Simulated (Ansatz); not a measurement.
# How methods differ on CH4FSi (SMILES [CH2][SiH2]F)

CH4FSi: 7 atoms, total charge 0, spin state doublet. As SMILES, `[CH2][SiH2]F`. Geometry: optimised at B3LYP/def2-SVP. This is one conformer, not always the lowest.

```xyz
7

C    -0.8777    0.2853   -0.6195
Si    0.5946   -0.1558    0.3964
F     0.6590   -1.7773    0.5579
H    -1.5466   -0.4694   -1.0488
H    -1.1475    1.3243   -0.8435
H     0.5159    0.4377    1.7626
H     1.8637    0.2873   -0.2507
```

Each level gives the dissociation energy of the H7–Si2 bond into doublet H and singlet CH3FSi (shapes relaxed at B3LYP/def2-SVP, no zero-point term) (eV). The values are calculated.

| level | kind | program | value (eV) |
| --- | --- | --- | --- |
| UHF/def2-TZVP | Hartree–Fock | Ansatz | 3.09 |
| USVWN5/def2-TZVP | LDA | Ansatz | 2.58 |
| UBLYP/def2-TZVP | GGA | Ansatz | 2.58 |
| U-r2SCAN/def2-TZVP | meta-GGA | Ansatz | 2.86 |
| UPBE0-D4/def2-TZVP | global hybrid | Ansatz | 2.76 |
| UCAM-B3LYP/def2-TZVP | range-separated hybrid | Ansatz | 2.87 |
| UB2PLYP/def2-TZVP | double hybrid | Ansatz | 2.71 |
| RPA@PBE/def2-TZVP | RPA | Ansatz | 2.65 |

The values span 2.58 to 3.09 eV. A fragment with an even electron count was run as a singlet and may have a lower triplet. Measured bond enthalpies also hold zero-point and thermal terms, a few tenths of an eV less.

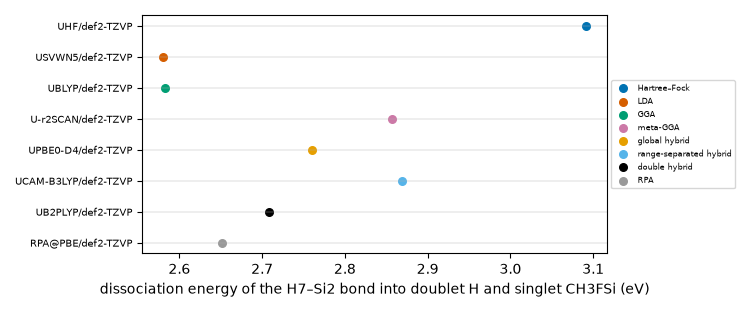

The values of the table, level by level.
